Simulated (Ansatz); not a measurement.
**C3H12GaN (SMILES C[Ga-](C)(C)[NH3+]), run twice**

Wanted: energy and forces of C3H12GaN, U-wB97X-D3(BJ)-ATM/cc-pV(D+d)Z (damping of pbe0, start density atoms).

Program for the calculation: Ansatz 0.2.0.

2 further runs of the same task are left out: 1 that didn't finish, 1 set aside as unsound or not needed. Runs told in other sessions of the task aren't counted.

### 1 The structure to begin with

C3H12GaN has 17 atoms, charge 0, and is taken as a singlet. As SMILES, `C[Ga-](C)(C)[NH3+]`. The coordinates come from a PBE0-D4/def2-TZVP relaxation.

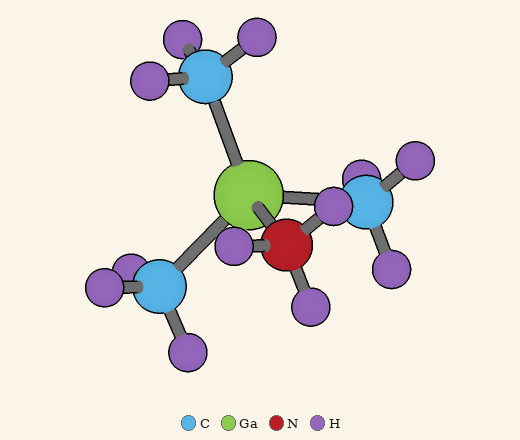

The structure, seen from a chosen angle (carbon blue, gallium green, nitrogen red, hydrogen purple).

### 2 First attempt

The input, in.yaml:

```yaml
basis:
  gaussian: {orbitals: cc-pV_D+d_Z.json}
crystal:
  periodic: [false, false, false]
  atoms:
    - {symbol: C, position_ang: [-0.724690, 0.767350, -1.780960]}
    - {symbol: Ga, position_ang: [0.155500, -0.156590, -0.247090]}
    - {symbol: C, position_ang: [2.027140, 0.365110, 0.206730]}
    - {symbol: C, position_ang: [-0.422310, -2.018890, 0.176160]}
    - {symbol: "N", position_ang: [-0.870130, 0.876400, 1.382070]}
    - {symbol: H, position_ang: [-0.337770, 0.382760, -2.729300]}
    - {symbol: H, position_ang: [-0.538820, 1.845740, -1.776900]}
    - {symbol: H, position_ang: [-1.807520, 0.609810, -1.793330]}
    - {symbol: H, position_ang: [2.328700, 0.007070, 1.195860]}
    - {symbol: H, position_ang: [2.727720, -0.067300, -0.513810]}
    - {symbol: H, position_ang: [2.173270, 1.449260, 0.179340]}
    - {symbol: H, position_ang: [-0.082930, -2.343380, 1.164610]}
    - {symbol: H, position_ang: [-0.002060, -2.721570, -0.549520]}
    - {symbol: H, position_ang: [-1.509750, -2.134500, 0.136040]}
    - {symbol: H, position_ang: [-0.554260, 0.531670, 2.281190]}
    - {symbol: H, position_ang: [-1.871800, 0.734050, 1.323650]}
    - {symbol: H, position_ang: [-0.690280, 1.873060, 1.345280]}
total_charge: 0
magnetization: {spin_polarized: true}
hamiltonian: {xc: {name: wB97X}, dispersion: {method: d3bjatm, functional: pbe0}, pseudopotentials: {relativity: full}}
accuracy: high
scf: {omitted_lower_state_checks: [cluster_reference, starts]}
output: {forces: true}
```

Run with:

```bash
$ ansatz run in.yaml --threads 1 --pin off --max-ram 3480MiB --events-out events.jsonl --progress --plain --runs-dir runs
```

Log:

```text
Error: YAML parse error: error: line 25 column 114: unknown variant `full`, expected one of scalar, none
  --> <input>:25:66
   |
23 | …
24 | …
25 | …hod: d3bjatm, functional: pbe0}, pseudopotentials: {relativity: full}}
   |                                                                  ^ unknown variant `full`, expected one of scalar, none
26 | …
27 | …nce, starts]}
   |
```

It took 0.02 s on 1 thread of Intel Xeon 6975P-C (Granite Rapids), shared host.

### 3 Reading the log

The program refused the input.

The log says `|                                                                  ^ unknown variant 'full', expected one of scalar, none`. The fault: the input holds a word that the program doesn't know. To mend it: relativity default in place of full.

### 4 The mended input

in.yaml: that of step 2 with these lines changed.

```diff
@@ -24,5 +24,5 @@
 magnetization: {spin_polarized: true}
-hamiltonian: {xc: {name: wB97X}, dispersion: {method: d3bjatm, functional: pbe0}, pseudopotentials: {relativity: full}}
+hamiltonian: {xc: {name: wB97X}, dispersion: {method: d3bjatm, functional: pbe0}}
 accuracy: high
 scf: {omitted_lower_state_checks: [cluster_reference, starts]}
-output: {forces: true}
+output: {forces: true, orbitals: {seedname: orbitals}}
```

The basis set cc-pV(D+d)Z is read from a file made from the Basis Set Exchange's data (not shown).

Run with:

```bash
$ ansatz run in.yaml --threads 1 --pin off --max-ram 3480MiB --events-out events.jsonl --progress --plain --runs-dir runs
```

Log (excerpt; [...] marks lines left out):

```text
Warning: RAYON_NUM_THREADS=1 ignored (pool sized by the plan → 1); use --threads N
Functional definition: wB97X
  name "wB97X"
[...]
      + exact_x_lr(omega)
[...]
      + integral(e_c_pw_opposite_spin*poly(b97_u_opposite, 1, cos1, cos2, cos3, cos4))
[...]
3496 factors; integrals over basis functions are off by at most 1.5e-8 eV
567 factors; integrals over basis functions are off by at most 2.4e-9 eV
[...]
mean field -57175.09638435 eV, -2101.1460374525 hartree, gradient 2.3e-8 eV, S^2 0.000000; 0 other end points of the search recorded, 0 dependent functions left out
[...]
reference -57175.09638035 eV, -2101.1460373057 hartree; 34, 34 occupied and 109, 109 virtual orbitals, 3496 factors
Total energy: -57175.39013197 eV, -2101.1568324787 hartree
Atom 0 at    -0.724690     0.767350    -1.780960 Å, force     0.167370    -0.176223     0.333663 eV/Å
[...]
Atom 8 at     2.328700     0.007070     1.195860 Å, force     0.097135    -0.103521     0.285008 eV/Å
Atom 9 at     2.727720    -0.067300    -0.513810 Å, force     0.206159    -0.122025    -0.204742 eV/Å
Atom 10 at     2.173270     1.449260     0.179340 Å, force     0.052140     0.314185    -0.009189 eV/Å
Atom 11 at    -0.082930    -2.343380     1.164610 Å, force     0.097781    -0.103750     0.284678 eV/Å
Atom 12 at    -0.002060    -2.721570    -0.549520 Å, force     0.118385    -0.206596    -0.206139 eV/Å
Atom 13 at    -1.509750    -2.134500     0.136040 Å, force    -0.315206    -0.043247    -0.013053 eV/Å
Atom 14 at    -0.554260     0.531670     2.281190 Å, force     0.047760    -0.054884     0.287394 eV/Å
Atom 15 at    -1.871800     0.734050     1.323650 Å, force    -0.294019    -0.002566     0.039089 eV/Å
Atom 16 at    -0.690280     1.873060     1.345280 Å, force     0.012373     0.292714     0.044577 eV/Å
Dipole moment:    -0.448149     0.451367     0.711842 e Å
Checks for a lower state left out: starts, cluster_reference
```

Run time: 89 s. Hardware: 1 thread of Intel Xeon 6975P-C (Granite Rapids), shared host; peak memory 1.9 GiB.

### 5 Summary of results

At U-wB97X-D3(BJ)-ATM/cc-pV(D+d)Z (damping of pbe0, start density atoms):

```
                quantity           value
            total energy  -2101.15683 Eh
           dipole moment          4.59 D
             HOMO energy        -8.94 eV
             LUMO energy         2.81 eV
           HOMO–LUMO gap        11.75 eV
       dispersion energy   -28.34 kJ/mol
largest force on an atom      0.413 eV/Å
```

**Reading.** Mulliken charges run from -0.24 on C4 to +0.30 on Ga2; they depend strongly on the basis. The largest force is 0.41 eV/Å: the shape isn't a stationary point for this species at this level.
